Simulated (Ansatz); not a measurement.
# CH2Si2 (charge −1, doublet): what the fields show

```xyz
5

C    -2.4653    1.6719    0.5196
Si   -4.0079    2.1605    0.9748
Si   -0.9416    1.0662   -0.1454
H     0.1128    2.0908   -0.5183
H    -0.1945    0.0220    0.6621
```

Geometry: r2SCAN-D4/def2-SVPD.

The calculation used isolated molecule in a Gaussian basis; Kohn-Sham density functional theory, functional PBE0 in Ansatz 0.2.0.

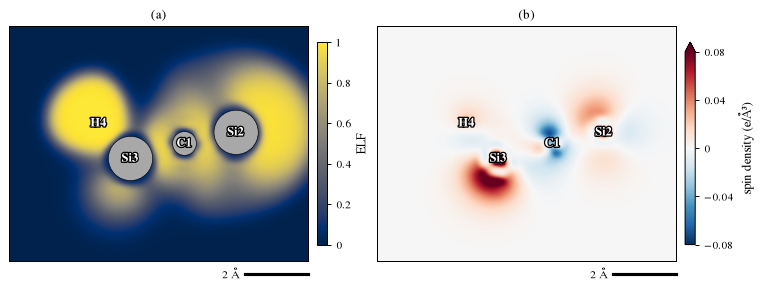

Figure 1. (a) ELF; (b) spin density (α minus β) on the plane of atoms C1, Si3 and H4. Grey discs cover the atomic cores in the ELF map.

> Read the bonding off the picture.

Atoms in the plane: C, Si and H.
C–Si (1.68 Å): the ELF peaks at about 0.90 between the atoms; a covalent bond.
Si–H (1.52 Å): the ELF climbs to about 1 towards the hydrogen, as it does in any bond to H.
C–Si (1.77 Å): the ELF peaks at about 0.90 between the atoms (localised, covalent bonding).
The ELF also peaks beside Si2, away from the bonds: non-bonding electrons, paired or unpaired.
The unpaired spin (1 electron) lies mostly on Si3 (about 0.6) and Si2 (about 0.4), in electrons by Hirshfeld's partition, with opposite, polarisation-induced spin on C1.

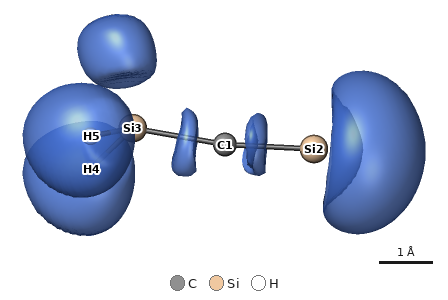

Figure 2. Isosurface of the electron localisation function at 0.85 (blue), seen from one side. Only the valence region is drawn (cores and ρ < 0.01 e/Å³ removed).

> Identify the bonds, lone pairs and shells in this picture.

The surface consists of two regions between bonded C–Si atoms (shared pairs), two regions around hydrogen nuclei and two lobes on Si, pointing away from the bonds (non-bonding electrons).

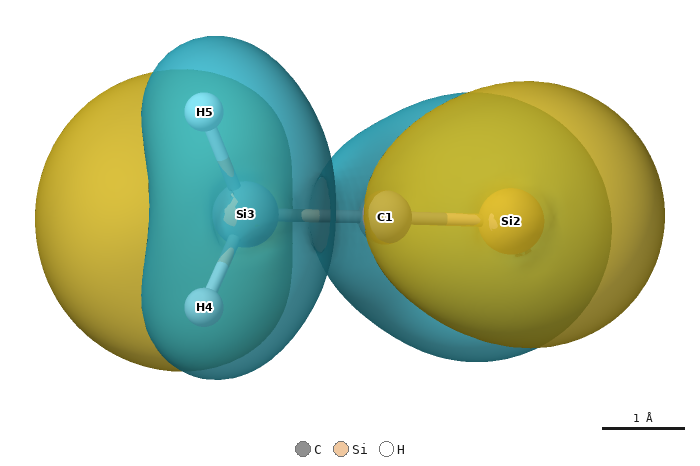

Figure 3. The HOMO (α) at ±0.05 Å⁻³ᐟ² (yellow and cyan are the two phases), seen at a tilt.

> Where does this orbital lie, and at what energy?

Its weight (Hirshfeld) is mainly on Si3 (about 40 %), Si2 (about 35 %) and C1 (about 15 %). Its energy is −0.25 eV.
